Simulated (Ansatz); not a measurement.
## Electronic structure of CH8AlN2 (SMILES [CH3][Al]([NH2])[NH3+]) (charge +1) in real space

Input file:

```
crystal:
  periodic: [false, false, false]
  atoms:
    - {symbol: C, position_ang: [-0.527954, -1.466535, 2.228998]}
    - {symbol: Al, position_ang: [-2.063558, -0.672088, 1.405337]}
    - {symbol: "N", position_ang: [-3.805286, -0.772045, 1.480970]}
    - {symbol: N, position_ang: [-1.604361, 0.703577, 0.022946]}
    - {symbol: H, position_ang: [0.117782, -1.981634, 1.497656]}
    - {symbol: H, position_ang: [0.099278, -0.721843, 2.747790]}
    - {symbol: H, position_ang: [-0.829466, -2.215541, 2.979225]}
    - {symbol: H, position_ang: [-4.290286, -1.406587, 2.114318]}
    - {symbol: H, position_ang: [-4.505181, -0.257475, 0.952323]}
    - {symbol: H, position_ang: [-2.423313, 1.133251, -0.424950]}
    - {symbol: H, position_ang: [-1.050829, 1.481957, 0.404854]}
    - {symbol: H, position_ang: [-1.031591, 0.322950, -0.742029]}
basis:
  gaussian:
    orbitals: def2-TZVPD
hamiltonian:
  xc: {name: PBE0}
output: {forces: true, orbitals: {seedname: orbitals}}
total_charge: 1
```

Command:

```sh
ansatz run input.yaml --threads 2 --pin off --max-ram 4350MiB --events-out events.jsonl --progress --plain --runs-dir runs
```

Geometry: r2SCAN-D4/def2-SVP.

All numbers below come from isolated molecule in a Gaussian basis; Kohn-Sham density functional theory, functional PBE0 (Ansatz 0.2.0).

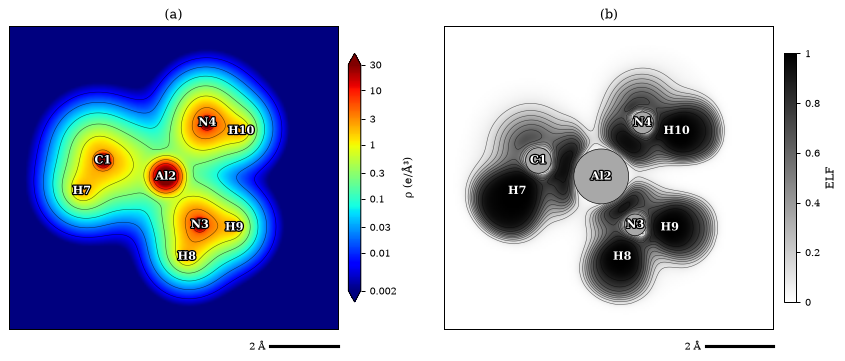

Figure 1. (a) total electron density; (b) electron localisation function on the plane of atoms Al2, N3 and H8. Grey discs cover the atomic cores in the ELF map.

Q: What do the fields say about this system?

A: The section cuts through C, Al, N and H sites. Al–N (1.75 Å): ρ is about 0.91 e/Å³ halfway; the ELF peaks at about 0.90 in the valence shell of N, 0.7 Å from its nucleus, and is about 0.50 at the midpoint. C–Al (1.92 Å): ρ at the midpoint is about 0.76 e/Å³; the ELF peaks at about 0.95 between the atoms: a polar covalent bond. N–H (1.02 Å): ρ is about 2.8 e/Å³ halfway; the ELF climbs to about 1 towards the hydrogen, as it does in any bond to H; a covalent bond by its length. Al–N (2.00 Å): the density is about 0.56 e/Å³ at the midpoint; the ELF peaks at about 0.95 in the valence shell of N, 0.7 Å from its nucleus, and is about 0.80 at the midpoint. C–H (1.10 Å): ρ is about 1.9 e/Å³ halfway; the ELF climbs to about 1 towards the hydrogen; a covalent bond by its length.

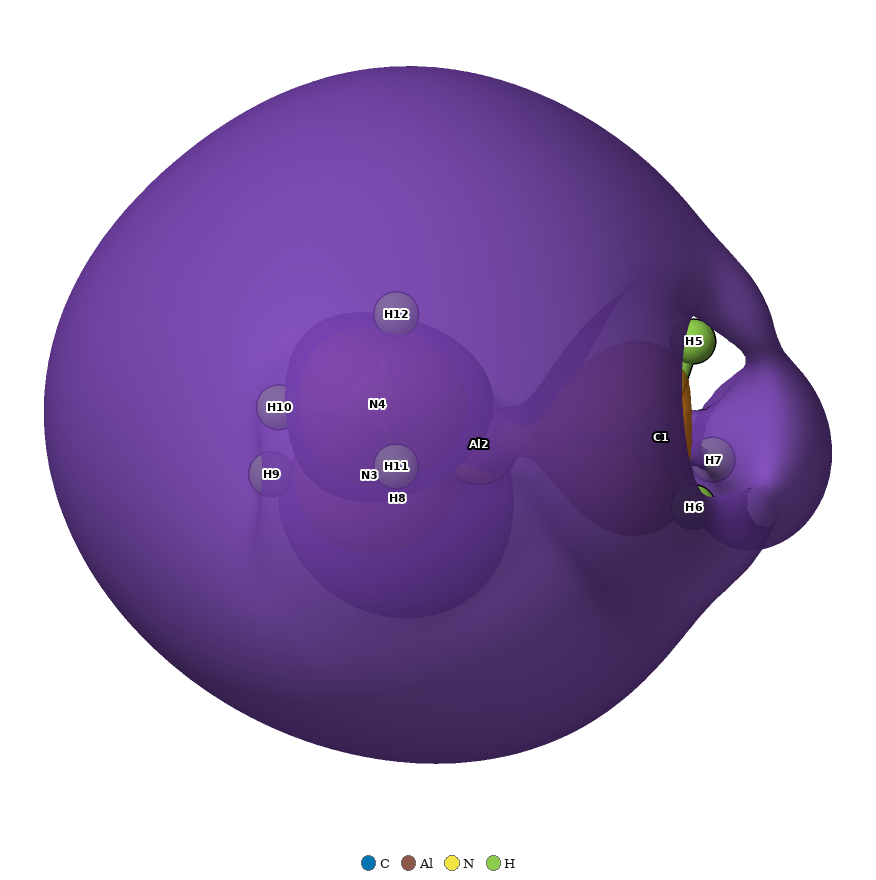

Figure 2. One frontier orbital at ±0.03 Å⁻³ᐟ² (orange and purple are the two phases), seen from one side.

Q: Which orbital is it: HOMO or LUMO?

A: The LUMO, at −5.27 eV. By Hirshfeld shares it lies mainly on Al2 (about 30 %), N4 (about 15 %), H11 (about 15 %), H12 (about 15 %) and H10 (about 10 %).

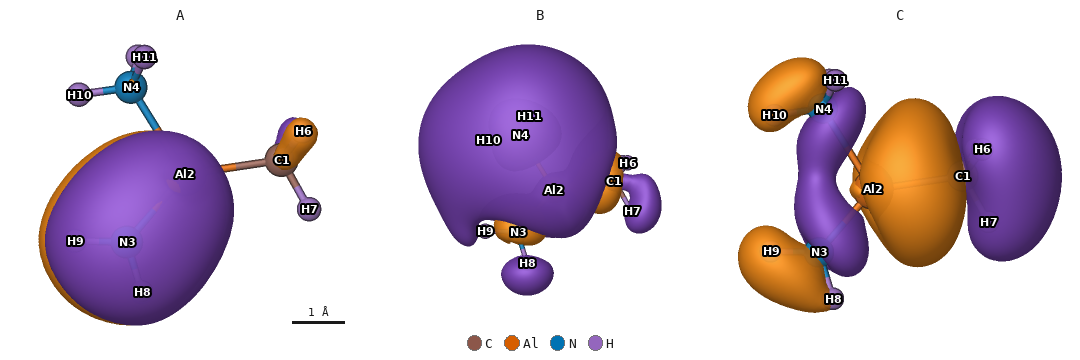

Figure 3. Three frontier orbitals at ±0.04 Å⁻³ᐟ² (orange and purple are the two phases), in no order.

Q: Which picture is the HOMO−1, the HOMO and the LUMO?

A: C is the HOMO−1 (−13.40 eV). It lies mainly on C1 (about 50 %) and Al2 (about 25 %). A is the HOMO (−12.10 eV). By Hirshfeld shares it lies mainly on N3 (about 70 %); largely a lone pair of N3. B is the LUMO (−5.27 eV). Its weight (Hirshfeld) is mainly on Al2 (about 30 %), N4 (about 15 %), H11 (about 15 %), H12 (about 15 %) and H10 (about 10 %).

Q: What is the HOMO–LUMO gap?

A: 6.83 eV between the orbital energies.
